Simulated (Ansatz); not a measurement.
## Strength of the C–H bond: CH4O3S → CH3O3S + H

Gas-phase species: CH4O3S (methanesulfonic acid) `CS(=O)(=O)O`, singlet; CH3O3S `[CH2]S(=O)(=O)O`, doublet; H atom, doublet. The bond broken is the one whose loss leaves CH3O3S `[CH2]S(=O)(=O)O`, relaxed to its own shape; its unpaired electron may spread away from that site.

Shapes, held fixed at every level: PBE0-D4/def2-TZVP. Flexible molecules stand in one conformer, not always the lowest. Programs: Ansatz 0.2.0. The zero-point and thermal change to 298 K, harmonic and unscaled (PBE0-D4/def2-TZVP), is -31.0 kJ/mol.

```json
{"level": "MP2/def2-TZVPP", "kind": "perturbation theory", "ΔH(298 K) (kJ/mol)": "+435.2", "less CCSD(T)/CBS estimate": "-6.6"}
{"level": "SPW92/def2-TZVPP", "kind": "LDA", "ΔH(298 K) (kJ/mol)": "+468.6", "less CCSD(T)/CBS estimate": "+26.8"}
{"level": "PBE-D4/def2-TZVPP", "kind": "GGA", "ΔH(298 K) (kJ/mol)": "+419.3", "less CCSD(T)/CBS estimate": "-22.5"}
{"level": "r2SCAN-D4/def2-TZVPP", "kind": "meta-GGA", "ΔH(298 K) (kJ/mol)": "+414.8", "less CCSD(T)/CBS estimate": "-27.0"}
{"level": "B3LYP-D4/def2-TZVPP", "kind": "global hybrid", "ΔH(298 K) (kJ/mol)": "+429.3", "less CCSD(T)/CBS estimate": "-12.5"}
{"level": "B2PLYP/def2-TZVPP", "kind": "double hybrid", "ΔH(298 K) (kJ/mol)": "+430.3", "less CCSD(T)/CBS estimate": "-11.5"}
{"level": "CCSD(T)/def2-TZVPP", "kind": "coupled cluster or CI", "ΔH(298 K) (kJ/mol)": "+434.2", "less CCSD(T)/CBS estimate": "-7.6"}
{"level": "CCSD(T)/CBS estimate", "kind": "coupled cluster or CI", "ΔH(298 K) (kJ/mol)": "+441.8", "less CCSD(T)/CBS estimate": "0.0"}
```

The highest level, CCSD(T)/CBS estimate, gives ΔH(298 K) = +441.8 kJ/mol; the levels span +414.8 to +468.6. The column of differences is taken from that level and isn't an error. No measured value is set beside it here. Open shells run unrestricted. The CBS estimate extrapolates MP2 from def2-TZVPP and def2-QZVPP and adds CCSD(T) − MP2 in the triple-zeta set, cores frozen.

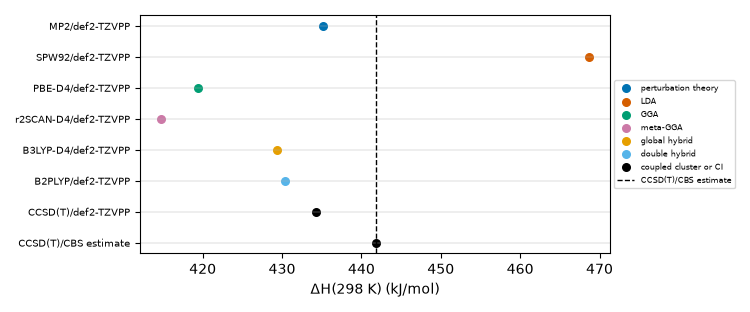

The values of the table, level by level.
